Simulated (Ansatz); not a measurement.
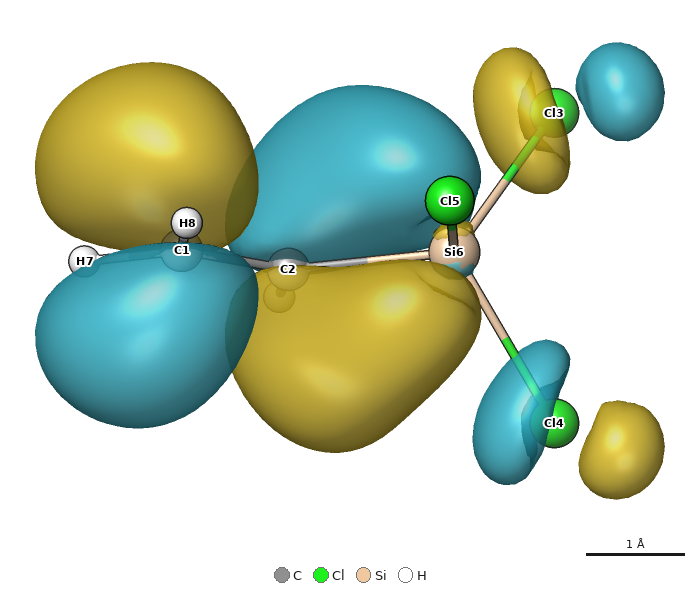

C2H3Cl3Si. The LUMO at ±0.08 Å⁻³ᐟ² (yellow and cyan are the two phases), seen from one side.

Geometry: PBE0-D4/def2-SVP.

All numbers below come from isolated molecule in a Gaussian basis; Kohn-Sham density functional theory, functional PBE0 in Ansatz.

```yaml
atoms:
  - { symbol: C, position_ang: [-0.4068, 0.2274, 1.5362] }
  - { symbol: C, position_ang: [0.3041, -0.4056, 0.5974] }
  - { symbol: Cl, position_ang: [-0.4074, -1.6847, -2.2509] }
  - { symbol: Cl, position_ang: [2.0079, 0.5599, -1.9363] }
  - { symbol: Cl, position_ang: [-1.1719, 1.4809, -1.5320] }
  - { symbol: Si, position_ang: [0.1837, -0.0240, -1.2016] }
  - { symbol: H, position_ang: [-0.3106, -0.0251, 2.5974] }
  - { symbol: H, position_ang: [-1.1140, 1.0241, 1.2824] }
  - { symbol: H, position_ang: [1.0035, -1.1992, 0.8901] }
```

Q: Describe this orbital and give its energy.

A: Its weight (Hirshfeld) is mainly on C1 (about 35 %), C2 (about 25 %) and Si6 (about 15 %); π-antibonding (π*) across C1–C2. Its energy is −1.36 eV.
